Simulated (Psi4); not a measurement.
**GeClF (SMILES [F][Ge][Cl]) at HSE06/def2-TZVP**

Aim: the vertical ionisation energy of GeClF at HSE06/def2-TZVP, from 2 runs. 

The calculation is run with Psi4 1.11.

## 1. The structure to begin with

GeClF has 3 atoms, charge 0, and is taken as a singlet. SMILES: `[F][Ge][Cl]`. Geometry: relaxed at PBE0-D4/def2-TZVP.

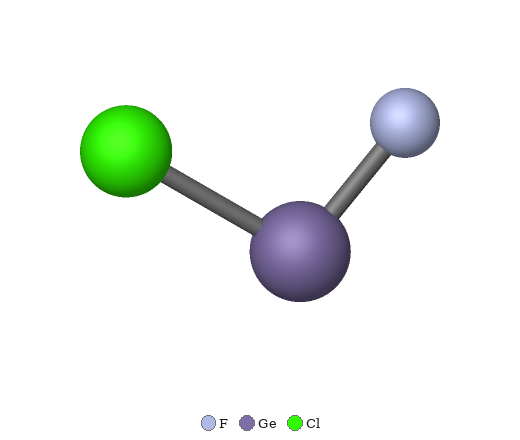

Viewed from a chosen angle; fluorine light blue, germanium purple, chlorine green.

## 2. Energy and forces at HSE06/def2-TZVP

calc.dat reads:

```
memory 2200 mb

molecule mol {
  0 1
  F      0.110400     1.418700     0.206200
  Ge    -0.762800     0.035600    -0.410300
  Cl     0.641600    -1.519100     0.191000
  symmetry c1
  no_reorient
  no_com
}

set basis def2-TZVP
set reference rks
set puream true
set e_convergence 1e-09
set d_convergence 1e-08
set scf_type pk
set dft_radial_points 99
set dft_spherical_points 590

e, wfn = gradient("hse06", return_wfn=True)
oeprop(wfn, "WIBERG_LOWDIN_INDICES", "LOWDIN_CHARGES", "MAYER_INDICES")
```

Launch:

```sh
$ psi4 -n 1 calc.dat calc.out
```

calc.out, cut to the lines that bear on the results:

```text
[...]
  Running in c1 symmetry.
[...]
  Nuclear repulsion =  246.377351934708969
[...]
  Multiplicity = 1
[...]
  Nalpha       = 29
  Nbeta        = 29
[...]
    Number of basis functions: 116
[...]
   @RKS iter   1: -2635.33032667456609   -2.24076e+00   2.56660e-02 ADIIS/DIIS
[...]
   @RKS iter  12: -2636.70366889311117   -3.63798e-12   8.64747e-09 DIIS
[...]
    Orbital Energies [Eh]
    ---------------------
    Doubly Occupied:
       1A   -399.155295     2A   -101.691469     3A    -49.961471
       4A    -44.436385     5A    -44.434488     6A    -44.433560
       7A    -24.737463     8A     -9.510642     9A     -7.239555
      10A     -7.236885    11A     -7.235385    12A     -6.331533
      13A     -4.486988    14A     -4.481768    15A     -4.478651
      16A     -1.288770    17A     -1.278693    18A     -1.278540
      19A     -1.275982    20A     -1.271680    21A     -1.162939
      22A     -0.826319    23A     -0.542744    24A     -0.432665
      25A     -0.424002    26A     -0.414414    27A     -0.338223
      28A     -0.330347    29A     -0.296098
[...]
  @RKS Final Energy: -2636.70366889311117
   => Energetics <=
    Nuclear Repulsion Energy =            246.3773519347089689
    One-Electron Energy =               -4160.8835808360408919
    Two-Electron Energy =                1367.2599236860978635
    DFT Exchange-Correlation Energy =     -89.4573636778771686
    Empirical Dispersion Energy =           0.0000000000000000
    VV10 Nonlocal Energy =                  0.0000000000000000
    Total Energy =                      -2636.7036688931111712
[...]
 Multipole Moments:
 ------------------------------------------------------------------------------------
     Multipole            Electronic (a.u.)      Nuclear  (a.u.)        Total (a.u.)
 ------------------------------------------------------------------------------------
 L = 1.  Multiply by 2.5417464519 to convert [e a0] to [Debye]
 Dipole X            :         22.8580656          -23.6382062           -0.7801406
 Dipole Y            :         22.4412123          -22.5202442           -0.0790319
 Dipole Z            :         14.7370935          -15.1684537           -0.4313602
 Magnitude           :                                                    0.8949508
[...]
  -Total Gradient:
     Atom            X                  Y                   Z
    ------   -----------------  -----------------  -----------------
       1       -0.000523783418    -0.000908580058    -0.000377954554
       2        0.000970742559     0.000404601577     0.000568373618
       3       -0.000413365166     0.000572120950    -0.000165159049
[...]
```

Wall time 60 s (1 thread of Intel Xeon Platinum 8259CL at 2.50GHz (Skylake/Cascade Lake), shared host); peak memory 0.9 GiB.

## 3. The doublet cation

input.dat reads:

```
memory 2200 mb

molecule {
  1 2
  F      0.110400     1.418700     0.206200
  Ge    -0.762800     0.035600    -0.410300
  Cl     0.641600    -1.519100     0.191000
  units angstrom
  symmetry c1
  no_reorient
  no_com
}

set {
  basis                def2-TZVP
  reference            uks
  puream               true
  e_convergence        1e-09
  d_convergence        1e-08
  scf_type             pk
  dft_radial_points    99
  dft_spherical_points 590
  maxiter              100
}

result, w = gradient('hse06', return_wfn=True)
oeprop(w, 'MULLIKEN_CHARGES', 'WIBERG_LOWDIN_INDICES', 'LOWDIN_CHARGES', title='HSE06')
```

Launch:

```sh
$ psi4 -i input.dat -o output.dat -n 1
```

output.dat, cut to the lines that bear on the results:

```text
[...]
  Running in c1 symmetry.
[...]
  Nuclear repulsion =  246.377351934708969
[...]
  Multiplicity = 2
[...]
  Nalpha       = 29
  Nbeta        = 28
[...]
    Number of basis functions: 116
[...]
   @UKS iter   1: -2634.81639296197591   -1.72683e+00   2.58314e-02 DIIS/ADIIS
[...]
   @UKS iter  18: -2636.30526382120115   -1.36424e-12   3.78375e-09 DIIS
[...]
   @S^2 Observed:                7.592219391E-01
[...]
  @UKS Final Energy: -2636.30526382120115
   => Energetics <=
    Nuclear Repulsion Energy =            246.3773519347089689
    One-Electron Energy =               -4144.2876565891110658
    Two-Electron Energy =                1350.7861648647881339
    DFT Exchange-Correlation Energy =     -89.1811240315875580
    Empirical Dispersion Energy =           0.0000000000000000
    VV10 Nonlocal Energy =                  0.0000000000000000
    Total Energy =                      -2636.3052638212011516
  UHF NO Occupations:
  HONO-2 :   27  A 1.9993660
  HONO-1 :   28  A 1.9964889
[...]
 Multipole Moments:
 ------------------------------------------------------------------------------------
     Multipole            Electronic (a.u.)      Nuclear  (a.u.)        Total (a.u.)
 ------------------------------------------------------------------------------------
 L = 1.  Multiply by 2.5417464519 to convert [e a0] to [Debye]
 Dipole X            :         22.2894216          -23.6382062           -1.3487846
 Dipole Y            :         21.7417284          -22.5202442           -0.7785158
 Dipole Z            :         14.3560484          -15.1684537           -0.8124053
 Magnitude           :                                                    1.7565048
[...]
  -Total Gradient:
     Atom            X                  Y                   Z
    ------   -----------------  -----------------  -----------------
       1        0.024525109440     0.017417865550     0.015102597431
       2       -0.042143262510    -0.011255424142    -0.024023503111
       3        0.017590037315    -0.006081755237     0.008913985560
[...]
```

Wall time 85 s (1 thread of Intel Xeon Platinum 8259CL at 2.50GHz (Skylake/Cascade Lake), shared host); peak memory 0.9 GiB.

## 4. What came out

At HSE06/def2-TZVP:

| quantity | value |
| --- | --- |
| singlet GeClF: total energy | -2636.70367 Eh |
| singlet GeClF: dipole moment | 2.27 D |
| singlet GeClF: HOMO energy | -8.06 eV |
| singlet GeClF: LUMO energy | -3.25 eV |
| singlet GeClF: HOMO–LUMO gap | 4.80 eV |
| singlet GeClF: largest force on an atom | 0.061 eV/Å |
| doublet cation: total energy | -2636.30526 Eh |
| doublet cation: HOMO energy (highest over α and β) | -15.74 eV |
| doublet cation: LUMO energy (lowest over α and β) | -13.59 eV |
| doublet cation: ⟨S²⟩ | 0.759 |
| doublet cation: largest force on an atom | 2.561 eV/Å |
| vertical ionisation energy (to the doublet cation) | 10.841 eV |

The vertical ionisation energy comes to 10.84 eV (1046 kJ/mol). −ε(HOMO) before ionisation, 8.06 eV, is 2.78 eV below this ionisation energy.
